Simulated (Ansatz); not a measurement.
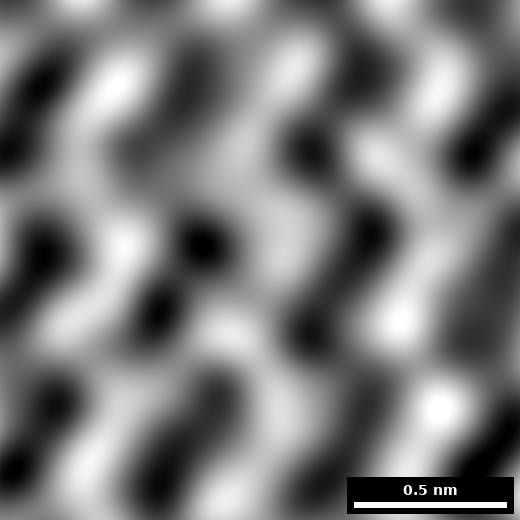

HRTEM-like image of IrPt$_{2}$F$_{6}$ (P-3m1, No. 164) along [100]. Simulated in the weak-phase-object approximation with neutral-atom potentials: 80 kV, Cs = 1.00 mm, defocus −775 Å (negative is underfocus), defocus spread 20 Å, aperture 0.29 1/Å. The speckle of an amorphous layer was added. Atomic positions: coordinates from a relaxation with DFT, PAW plane waves, pbe in Ansatz; the starting structure was generated, so it need not be a known form of this composition.

Q: What point resolution do these settings give, and which lattice spacings pass?

A: About 3.4 Å (0.66 |Cs|^(1/4) λ^(3/4) with λ = 0.0418 Å). The spacings that carry visible contrast are {100} at 5.58 Å, {001} at 5.17 Å, {101} at 3.79 Å, {011} at 3.79 Å. Columns 1.10 Å apart are closer than that and merge.

Q: Do the atom columns appear dark or bright, and why?

A: Dark. With positive Cs and underfocus sin χ is negative over the pass band, so the strongest columns (Pt) come out darker than the background.
